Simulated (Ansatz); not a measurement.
Process, species as SMILES: [PH2] (PH2) → 2 H atom + P atom
B3LYP-D3(BJ)/def2-TZVP geometries, fixed; electronic energies without zero-point terms.
Largest species:
```xyz
3

P      0.0052    -0.0015     0.1165
H     -0.0501     1.0329    -0.8596
H     -0.0274    -1.0099    -0.8876
```
Charge 0, spin multiplicity 2.

Basis-set convergence of the atomisation energy at wB97M-V with Ansatz (a quantum-chemistry and plane-wave program). Cartesian d functions, on some or all atoms, in 6-31G*, 6-31+G*, 6-31G**; all else is spherical. The program fits the integrals of some runs and decomposes those of others, by size. Open shells are unrestricted. The functional holds VV10 correlation; no added dispersion term, no relativity. Functions are those of the species that has most. Reference: the value in aug-cc-pV(5+d)Z, 157.44 kcal/mol, itself unsure by roughly 0.02 kcal/mol (its mean distance from pcseg-4, aug-pcseg-3, aug-cc-pV(Q+d)Z). Deviations are taken from unrounded values.

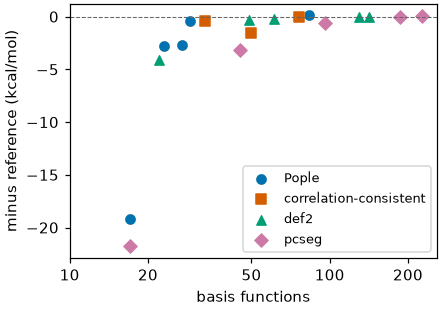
Figure. Deviation from the reference against the number of basis functions, by family of sets.

```tsv
basis	functions	atomisation energy (kcal/mol)	minus reference (kcal/mol)
6-31G	17	138.28	-19.16
pcseg-0	17	135.65	-21.80
def2-SV(P)	22	153.35	-4.09
6-31G*	23	154.70	-2.75
6-31+G*	27	154.80	-2.64
6-31G**	29	157.03	-0.41
cc-pV(D+d)Z	33	157.06	-0.38
aug-pcseg-1	45	154.31	-3.13
def2-TZVP	49	157.09	-0.36
aug-cc-pV(D+d)Z	50	155.93	-1.51
def2-TZVPD	61	157.26	-0.19
jun-cc-pV(T+d)Z	76	157.37	-0.08
6-311++G(3df,3pd)	83	157.57	0.13
aug-pcseg-2	96	156.87	-0.58
def2-QZVPP	130	157.37	-0.08
def2-QZVPPD	142	157.41	-0.03
aug-pcseg-3	187	157.42	-0.03
pcseg-4	227	157.49	0.04
```
